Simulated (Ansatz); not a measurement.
```xyz
14

Al    0.0971   -0.0895   -0.0295
H    -1.6605    1.1849   -0.8950
C     1.0763    1.5657    0.3576
C    -1.2142   -0.8470    1.2171
H    -1.4035    0.8456   -1.5331
As    0.7551   -1.3812   -2.0112
H     1.4068    2.0865   -0.5567
H     1.9906    1.3308    0.9325
H     0.4919    2.2770    0.9651
H    -1.7457   -0.0771    1.8005
H    -0.6943   -1.4952    1.9450
H    -1.9652   -1.4784    0.7152
H     0.6345   -2.6994   -1.2526
H     2.2310   -1.2225   -1.6548
```

All numbers below come from RKS PBE0-D4/def2-SVP in Ansatz 0.2.0.

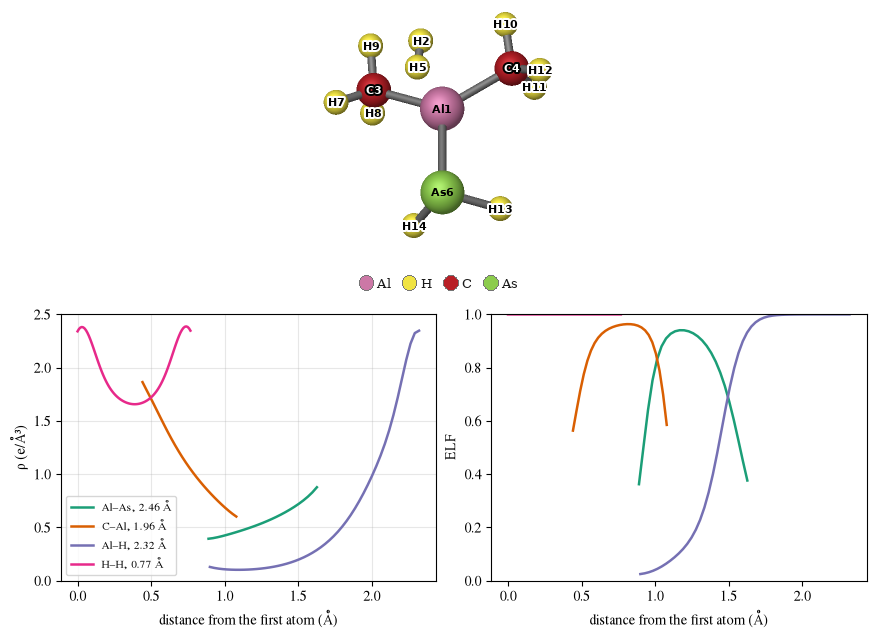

C2H8AlAs···H2. Total electron density and ELF along straight lines between neighbouring atoms. The curves leave out the atomic cores. The structure is drawn too.

What can be read from the curves?

Al–As (2.46 Å): the density is about 0.52 e/Å³ at the midpoint; the ELF peaks at about 0.95 between the atoms (a covalent bond).
C–Al (1.96 Å): the density is about 0.71 e/Å³ at the midpoint; the ELF peaks at about 0.95 between the atoms: a shared but strongly polarised pair.
Al1···H5 (2.32 Å): the density falls to about 0.1 e/Å³ on the way; the ELF climbs to about 1 towards the hydrogen.
H–H (0.77 Å): the density is about 1.7 e/Å³ at the midpoint; the ELF peaks at about 1 between the atoms.
